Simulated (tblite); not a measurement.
# Geometry relaxation of C3H6FNSi2 (part 2 of 2)

Continued. System: C3H6FNSi2. Method: GFN2-xTB geometry optimisation, gas phase (tblite 0.8.0). It belongs to a series of runs on one base structure; here: C-C bond made double.

Geometry of the input (Å):
```
N  -4.0022  1.7255  0.5092
C  -3.2269  0.8841  0.4133
Si -1.9094  -0.4748  0.2864
C  -0.2086  0.2255  0.2709
C  0.9199  -0.5055  0.1986
F  0.8190  -1.8528  0.0931
Si 2.6322  0.1938  0.1842
H  -2.0338  -1.4189  1.4237
H  -2.1104  -1.2521  -0.9686
H  -0.1845  1.2992  0.3621
H  3.4046  -0.3360  1.3388
H  2.5693  1.6693  0.2996
H  3.3264  -0.1567  -1.0647
```

Trajectory as extended XYZ, continued:
```
13
Properties=species:S:1:pos:R:3:forces:R:3 step=19 energy=-557.99273
N    -3.9316    1.6730    0.4985    0.0430   0.0030  -0.0030
C    -3.1529    0.8369    0.4142   -0.0150  -0.0430   0.0010
Si   -1.9243   -0.5688    0.2774   -0.0370   0.0390   0.0090
C    -0.2308    0.2581    0.2838   -0.0090   0.0080  -0.0030
C     0.9085   -0.4204    0.1964   -0.0210   0.0000   0.0110
F     0.8199   -1.7796    0.1004    0.0280   0.0050  -0.0030
Si    2.6953    0.2241    0.1900   -0.0310  -0.0060  -0.0120
H    -2.1264   -1.4210    1.4513    0.0050  -0.0030  -0.0080
H    -2.2019   -1.2478   -0.9896    0.0040  -0.0090   0.0000
H    -0.1521    1.3320    0.3596    0.0130   0.0000   0.0000
H     3.3885   -0.3704    1.3330   -0.0070   0.0100  -0.0140
H     2.5892    1.6781    0.3003    0.0350  -0.0160  -0.0020
H     3.3143   -0.1938   -1.0687   -0.0080   0.0110   0.0250
13
Properties=species:S:1:pos:R:3:forces:R:3 step=20 energy=-557.99299
N    -3.9303    1.6744    0.4985    0.0420   0.0030  -0.0030
C    -3.1527    0.8372    0.4142   -0.0330  -0.0270   0.0030
Si   -1.9262   -0.5686    0.2777    0.0010   0.0030  -0.0030
C    -0.2316    0.2584    0.2838   -0.0240   0.0000  -0.0020
C     0.9082   -0.4195    0.1967   -0.0250   0.0060   0.0090
F     0.8223   -1.7790    0.1004    0.0180   0.0140  -0.0010
Si    2.6951    0.2244    0.1896   -0.0300  -0.0060   0.0030
H    -2.1267   -1.4231    1.4509    0.0030   0.0080  -0.0160
H    -2.2022   -1.2499   -0.9897    0.0050   0.0040   0.0160
H    -0.1553    1.3328    0.3598    0.0220  -0.0130  -0.0010
H     3.3880   -0.3708    1.3323   -0.0070   0.0090  -0.0120
H     2.5932    1.6782    0.3002    0.0290  -0.0070  -0.0020
H     3.3139   -0.1941   -1.0679   -0.0020   0.0060   0.0090
13
Properties=species:S:1:pos:R:3:forces:R:3 step=21 energy=-557.99322
N    -3.9286    1.6756    0.4984    0.0320   0.0100  -0.0020
C    -3.1531    0.8365    0.4143   -0.0410  -0.0120   0.0040
Si   -1.9278   -0.5683    0.2779    0.0290  -0.0300  -0.0120
C    -0.2327    0.2587    0.2838   -0.0300  -0.0050  -0.0010
C     0.9075   -0.4186    0.1970   -0.0220   0.0090   0.0060
F     0.8244   -1.7782    0.1003    0.0070   0.0160   0.0000
Si    2.6943    0.2245    0.1893   -0.0230  -0.0030   0.0130
H    -2.1269   -1.4245    1.4504    0.0020   0.0120  -0.0170
H    -2.2023   -1.2513   -0.9896    0.0050   0.0110   0.0240
H    -0.1570    1.3332    0.3598    0.0240  -0.0170  -0.0010
H     3.3876   -0.3709    1.3316   -0.0070   0.0060  -0.0090
H     2.5967    1.6781    0.3000    0.0240   0.0030  -0.0010
H     3.3135   -0.1942   -1.0670    0.0010   0.0010  -0.0050
13
Properties=species:S:1:pos:R:3:forces:R:3 step=22 energy=-557.99349
N    -3.9256    1.6773    0.4983    0.0170   0.0200   0.0000
C    -3.1538    0.8350    0.4145   -0.0410  -0.0010   0.0040
Si   -1.9293   -0.5688    0.2780    0.0440  -0.0520  -0.0160
C    -0.2347    0.2590    0.2838   -0.0250  -0.0080   0.0000
C     0.9062   -0.4170    0.1976   -0.0120   0.0070   0.0020
F     0.8273   -1.7766    0.1003   -0.0090   0.0100   0.0010
Si    2.6931    0.2248    0.1892   -0.0090   0.0030   0.0180
H    -2.1275   -1.4262    1.4496    0.0020   0.0120  -0.0140
H    -2.2028   -1.2531   -0.9891    0.0040   0.0130   0.0230
H    -0.1586    1.3336    0.3599    0.0190  -0.0150  -0.0010
H     3.3868   -0.3711    1.3306   -0.0070   0.0020  -0.0020
H     2.6017    1.6781    0.2999    0.0160   0.0140   0.0000
H     3.3130   -0.1945   -1.0660    0.0010  -0.0040  -0.0140
13
Properties=species:S:1:pos:R:3:forces:R:3 step=23 energy=-557.99373
N    -3.9221    1.6793    0.4981    0.0060   0.0240   0.0010
C    -3.1546    0.8331    0.4147   -0.0300   0.0000   0.0020
Si   -1.9302   -0.5705    0.2778    0.0340  -0.0450  -0.0120
C    -0.2372    0.2594    0.2839   -0.0090  -0.0070   0.0010
C     0.9048   -0.4147    0.1982    0.0020   0.0020  -0.0020
F     0.8300   -1.7743    0.1003   -0.0220   0.0000   0.0020
Si    2.6919    0.2252    0.1893    0.0060   0.0100   0.0130
H    -2.1286   -1.4278    1.4487    0.0030   0.0060  -0.0040
H    -2.2038   -1.2548   -0.9884    0.0030   0.0070   0.0100
H    -0.1603    1.3337    0.3599    0.0090  -0.0080   0.0000
H     3.3858   -0.3716    1.3296   -0.0070  -0.0030   0.0050
H     2.6074    1.6786    0.2997    0.0090   0.0200   0.0000
H     3.3124   -0.1951   -1.0654   -0.0040  -0.0050  -0.0160
13
Properties=species:S:1:pos:R:3:forces:R:3 step=24 energy=-557.99386
N    -3.9197    1.6808    0.4980    0.0040   0.0190   0.0020
C    -3.1552    0.8319    0.4148   -0.0160  -0.0070   0.0000
Si   -1.9302   -0.5724    0.2775    0.0110  -0.0180  -0.0040
C    -0.2388    0.2595    0.2840    0.0070  -0.0040   0.0000
C     0.9040   -0.4130    0.1985    0.0100  -0.0040  -0.0040
F     0.8313   -1.7727    0.1004   -0.0250  -0.0060   0.0020
Si    2.6915    0.2258    0.1895    0.0120   0.0130   0.0030
H    -2.1296   -1.4289    1.4481    0.0040  -0.0020   0.0040
H    -2.2046   -1.2558   -0.9879    0.0030  -0.0010  -0.0040
H    -0.1614    1.3337    0.3600    0.0010  -0.0020   0.0010
H     3.3851   -0.3722    1.3292   -0.0070  -0.0040   0.0080
H     2.6112    1.6795    0.2996    0.0060   0.0190   0.0000
H     3.3119   -0.1958   -1.0653   -0.0080  -0.0030  -0.0100
13
Properties=species:S:1:pos:R:3:forces:R:3 step=25 energy=-557.99392
N    -3.9185    1.6817    0.4980    0.0080   0.0120   0.0010
C    -3.1557    0.8313    0.4148   -0.0060  -0.0120  -0.0020
Si   -1.9299   -0.5736    0.2774   -0.0070   0.0050   0.0020
C    -0.2393    0.2595    0.2840    0.0140  -0.0010   0.0000
C     0.9039   -0.4122    0.1985    0.0110  -0.0060  -0.0030
F     0.8314   -1.7719    0.1005   -0.0230  -0.0080   0.0020
Si    2.6916    0.2263    0.1897    0.0120   0.0120  -0.0030
H    -2.1300   -1.4295    1.4480    0.0050  -0.0050   0.0080
H    -2.2050   -1.2563   -0.9877    0.0030  -0.0060  -0.0120
H    -0.1621    1.3337    0.3600   -0.0030   0.0000   0.0020
H     3.3847   -0.3726    1.3292   -0.0070  -0.0040   0.0090
H     2.6130    1.6803    0.2996    0.0040   0.0150   0.0000
H     3.3116   -0.1962   -1.0654   -0.0110  -0.0010  -0.0040
13
Properties=species:S:1:pos:R:3:forces:R:3 step=26 energy=-557.99399
N    -3.9173    1.6829    0.4980    0.0130   0.0020   0.0010
C    -3.1565    0.8306    0.4148    0.0020  -0.0130  -0.0020
Si   -1.9297   -0.5747    0.2772   -0.0190   0.0210   0.0060
C    -0.2395    0.2595    0.2841    0.0150   0.0010  -0.0010
C     0.9040   -0.4118    0.1985    0.0080  -0.0070  -0.0020
F     0.8309   -1.7716    0.1006   -0.0160  -0.0070   0.0010
Si    2.6920    0.2270    0.1898    0.0080   0.0080  -0.0070
H    -2.1302   -1.4300    1.4480    0.0050  -0.0070   0.0090
H    -2.2052   -1.2568   -0.9878    0.0030  -0.0090  -0.0150
H    -0.1626    1.3336    0.3601   -0.0040   0.0020   0.0020
H     3.3841   -0.3730    1.3294   -0.0060  -0.0020   0.0080
H     2.6147    1.6813    0.2995    0.0030   0.0090   0.0000
H     3.3110   -0.1966   -1.0657   -0.0120   0.0020   0.0000
13
Properties=species:S:1:pos:R:3:forces:R:3 step=27 energy=-557.99406
N    -3.9158    1.6843    0.4981    0.0160  -0.0080   0.0000
C    -3.1576    0.8296    0.4148    0.0080  -0.0070  -0.0020
Si   -1.9299   -0.5753    0.2771   -0.0200   0.0250   0.0060
C    -0.2395    0.2593    0.2841    0.0100   0.0020   0.0000
C     0.9042   -0.4117    0.1984    0.0010  -0.0050  -0.0010
F     0.8300   -1.7715    0.1008   -0.0080  -0.0030   0.0010
Si    2.6924    0.2279    0.1899    0.0010   0.0020  -0.0070
H    -2.1301   -1.4306    1.4480    0.0060  -0.0060   0.0070
H    -2.2051   -1.2575   -0.9881    0.0040  -0.0080  -0.0130
H    -0.1632    1.3335    0.3602   -0.0040   0.0020   0.0010
H     3.3834   -0.3733    1.3297   -0.0060   0.0000   0.0050
H     2.6165    1.6826    0.2995    0.0020   0.0020   0.0000
H     3.3102   -0.1968   -1.0660   -0.0100   0.0040   0.0020
13
Properties=species:S:1:pos:R:3:forces:R:3 step=28 energy=-557.99410
N    -3.9146    1.6853    0.4981    0.0120  -0.0090   0.0000
C    -3.1585    0.8288    0.4148    0.0100   0.0000  -0.0020
Si   -1.9303   -0.5753    0.2771   -0.0100   0.0130   0.0030
C    -0.2393    0.2592    0.2840    0.0020   0.0020   0.0000
C     0.9044   -0.4118    0.1984   -0.0030  -0.0020   0.0000
F     0.8292   -1.7717    0.1009   -0.0020  -0.0010   0.0000
Si    2.6925    0.2285    0.1899   -0.0040  -0.0020  -0.0030
H    -2.1296   -1.4311    1.4482    0.0060  -0.0030   0.0030
H    -2.2048   -1.2581   -0.9884    0.0040  -0.0030  -0.0060
H    -0.1634    1.3334    0.3603   -0.0020   0.0010   0.0010
H     3.3828   -0.3734    1.3300   -0.0050   0.0020   0.0030
H     2.6177    1.6834    0.2995    0.0000  -0.0030   0.0000
H     3.3094   -0.1968   -1.0662   -0.0080   0.0030   0.0010
13
Properties=species:S:1:pos:R:3:forces:R:3 step=29 energy=-557.99412
N    -3.9141    1.6856    0.4982    0.0060  -0.0040   0.0000
C    -3.1586    0.8285    0.4147    0.0100   0.0030  -0.0010
Si   -1.9306   -0.5750    0.2772    0.0010   0.0000   0.0000
C    -0.2393    0.2592    0.2840   -0.0030   0.0010   0.0000
C     0.9043   -0.4120    0.1984   -0.0050   0.0000   0.0000
F     0.8290   -1.7718    0.1009   -0.0010   0.0000   0.0000
Si    2.6924    0.2286    0.1898   -0.0050  -0.0030   0.0000
H    -2.1293   -1.4313    1.4483    0.0050   0.0000   0.0010
H    -2.2045   -1.2583   -0.9886    0.0050   0.0000  -0.0010
H    -0.1634    1.3334    0.3603   -0.0010   0.0010   0.0010
H     3.3825   -0.3733    1.3301   -0.0050   0.0020   0.0020
H     2.6181    1.6835    0.2995    0.0000  -0.0030   0.0000
H     3.3091   -0.1967   -1.0662   -0.0060   0.0030  -0.0020
13
Properties=species:S:1:pos:R:3:forces:R:3 step=30 energy=-557.99413
N    -3.9137    1.6856    0.4982    0.0020   0.0000   0.0010
C    -3.1585    0.8284    0.4147    0.0090   0.0040  -0.0010
Si   -1.9307   -0.5749    0.2772    0.0070  -0.0080  -0.0020
C    -0.2393    0.2593    0.2840   -0.0050   0.0010   0.0010
C     0.9042   -0.4121    0.1984   -0.0040   0.0010   0.0000
F     0.8289   -1.7719    0.1009   -0.0010   0.0000   0.0000
Si    2.6923    0.2286    0.1898   -0.0050  -0.0030   0.0020
H    -2.1290   -1.4313    1.4483    0.0050   0.0010  -0.0010
H    -2.2043   -1.2584   -0.9887    0.0050   0.0010   0.0010
H    -0.1635    1.3335    0.3603   -0.0010   0.0010   0.0000
H     3.3822   -0.3732    1.3302   -0.0050   0.0020   0.0020
H     2.6183    1.6835    0.2994   -0.0010  -0.0030   0.0000
H     3.3088   -0.1965   -1.0662   -0.0050   0.0020  -0.0030
13
Properties=species:S:1:pos:R:3:forces:R:3 step=31 energy=-557.99414
N    -3.9130    1.6856    0.4982   -0.0030   0.0060   0.0010
C    -3.1580    0.8283    0.4146    0.0070   0.0050  -0.0010
Si   -1.9308   -0.5749    0.2772    0.0130  -0.0170  -0.0040
C    -0.2395    0.2594    0.2840   -0.0060   0.0000   0.0010
C     0.9039   -0.4121    0.1984   -0.0020   0.0020   0.0000
F     0.8287   -1.7719    0.1009   -0.0020   0.0000   0.0000
Si    2.6919    0.2285    0.1898   -0.0040  -0.0020   0.0030
H    -2.1286   -1.4315    1.4484    0.0040   0.0020  -0.0020
H    -2.2038   -1.2586   -0.9889    0.0040   0.0020   0.0040
H    -0.1636    1.3336    0.3604   -0.0010   0.0010   0.0000
H     3.3817   -0.3731    1.3304   -0.0050   0.0020   0.0010
H     2.6186    1.6834    0.2994   -0.0020  -0.0020   0.0000
H     3.3081   -0.1963   -1.0663   -0.0040   0.0010  -0.0040
13
Properties=species:S:1:pos:R:3:forces:R:3 step=32 energy=-557.99417
N    -3.9115    1.6858    0.4983   -0.0070   0.0120   0.0010
C    -3.1569    0.8283    0.4144    0.0030   0.0040   0.0000
Si   -1.9308   -0.5752    0.2771    0.0180  -0.0230  -0.0050
C    -0.2399    0.2596    0.2841   -0.0060   0.0000   0.0000
C     0.9034   -0.4121    0.1984    0.0010   0.0030   0.0010
F     0.8281   -1.7719    0.1010   -0.0030   0.0000   0.0000
Si    2.6913    0.2285    0.1898   -0.0010  -0.0010   0.0040
H    -2.1277   -1.4318    1.4486    0.0030   0.0020  -0.0040
H    -2.2031   -1.2589   -0.9892    0.0040   0.0030   0.0060
H    -0.1639    1.3337    0.3605    0.0000   0.0000   0.0000
H     3.3806   -0.3728    1.3309   -0.0040   0.0010   0.0000
H     2.6192    1.6834    0.2993   -0.0040  -0.0010   0.0000
H     3.3068   -0.1960   -1.0667   -0.0030  -0.0010  -0.0040
13
Properties=species:S:1:pos:R:3:forces:R:3 step=33 energy=-557.99420
N    -3.9097    1.6862    0.4984   -0.0080   0.0140   0.0010
C    -3.1555    0.8283    0.4141    0.0000   0.0020   0.0010
Si   -1.9305   -0.5761    0.2769    0.0160  -0.0200  -0.0040
C    -0.2404    0.2598    0.2842   -0.0040   0.0000   0.0000
C     0.9028   -0.4119    0.1984    0.0030   0.0030   0.0020
F     0.8272   -1.7718    0.1012   -0.0030   0.0020  -0.0010
Si    2.6905    0.2285    0.1899    0.0010   0.0000   0.0030
H    -2.1266   -1.4323    1.4487    0.0010   0.0010  -0.0040
H    -2.2021   -1.2594   -0.9896    0.0020   0.0010   0.0050
H    -0.1645    1.3339    0.3607   -0.0010   0.0000   0.0000
H     3.3791   -0.3726    1.3316   -0.0020   0.0000  -0.0010
H     2.6200    1.6835    0.2992   -0.0060  -0.0010   0.0000
H     3.3050   -0.1957   -1.0672   -0.0010  -0.0020  -0.0020
13
Properties=species:S:1:pos:R:3:forces:R:3 step=34 energy=-557.99421
N    -3.9085    1.6866    0.4985   -0.0020   0.0080   0.0000
C    -3.1546    0.8284    0.4139   -0.0020   0.0000   0.0020
Si   -1.9300   -0.5769    0.2768    0.0070  -0.0080  -0.0020
C    -0.2406    0.2599    0.2842    0.0000   0.0000   0.0000
C     0.9025   -0.4118    0.1984    0.0030   0.0030   0.0030
F     0.8266   -1.7717    0.1013   -0.0010   0.0020  -0.0010
Si    2.6902    0.2285    0.1900    0.0020   0.0000   0.0000
H    -2.1259   -1.4326    1.4488    0.0010  -0.0010  -0.0030
H    -2.2015   -1.2598   -0.9898    0.0020  -0.0010   0.0020
H    -0.1650    1.3341    0.3608   -0.0010   0.0000   0.0000
H     3.3781   -0.3725    1.3320   -0.0010  -0.0010  -0.0020
H     2.6205    1.6837    0.2992   -0.0060  -0.0010   0.0010
H     3.3038   -0.1956   -1.0677    0.0000  -0.0020   0.0000
13
Properties=species:S:1:pos:R:3:forces:R:3 step=35 energy=-557.99422
N    -3.9083    1.6868    0.4985    0.0020   0.0030   0.0000
C    -3.1544    0.8285    0.4139   -0.0010   0.0000   0.0020
Si   -1.9297   -0.5773    0.2767    0.0000   0.0000   0.0000
C    -0.2406    0.2600    0.2842    0.0010   0.0010   0.0000
C     0.9025   -0.4117    0.1985    0.0020   0.0020   0.0030
F     0.8264   -1.7716    0.1013    0.0000   0.0030  -0.0010
Si    2.6902    0.2286    0.1901    0.0010   0.0000  -0.0010
H    -2.1258   -1.4327    1.4488    0.0010  -0.0020  -0.0010
H    -2.2014   -1.2599   -0.9898    0.0010  -0.0030   0.0000
H    -0.1652    1.3341    0.3608   -0.0010   0.0010   0.0000
H     3.3779   -0.3725    1.3321    0.0000  -0.0010  -0.0020
H     2.6204    1.6837    0.2992   -0.0060  -0.0010   0.0000
H     3.3036   -0.1956   -1.0678    0.0000  -0.0020   0.0010
```

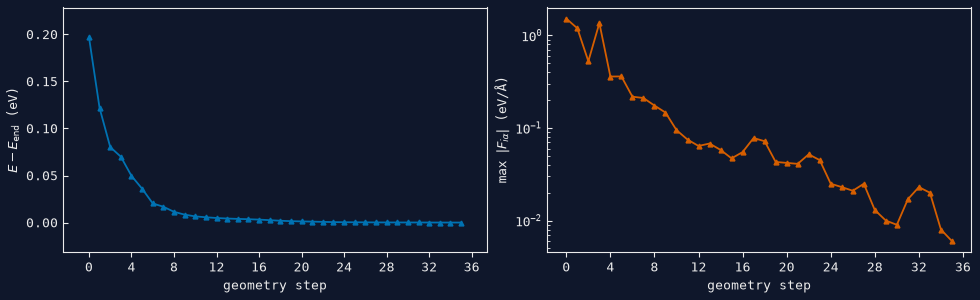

Progress of the relaxation, step by step (steps are counted from 0).

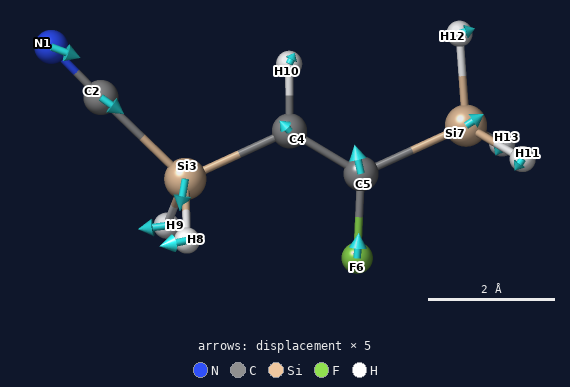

The starting structure with the displacements as teal arrows, magnified 5 times (ball-and-stick view, seen at a tilt). The two geometries are laid on each other by the best rigid fit. The largest moves after the best rigid fit, 0.11 Å, are those of N1 and Si3. Largest moves by element: Si 0.11 Å, N 0.10 Å, H 0.10 Å, C 0.10 Å, F 0.08 Å. Among the contacts that change: C5–Si7 1.850 → 1.899 Å, Si3–C4 1.839 → 1.885 Å, C2–Si3 1.897 → 1.869 Å, Si3–H9 1.490 → 1.464 Å. Among the angles that change: C2–Si3–C4 111.7° → 104.6°, Si3–C4–H10 113.5° → 120.3°, H8–Si3–H9 107.6° → 113.3°. The energy falls by 0.197 eV in 35 geometry steps. Largest force component: 1.5 eV/Å at the start, 0.006 eV/Å at the end. (Atoms are counted from 1 in the order of the input.)

Summary:

| quantity | value |
| --- | --- |
| outcome | converged |
| total energy | −557.9942 eV |
| peak memory | 0.18 GiB |
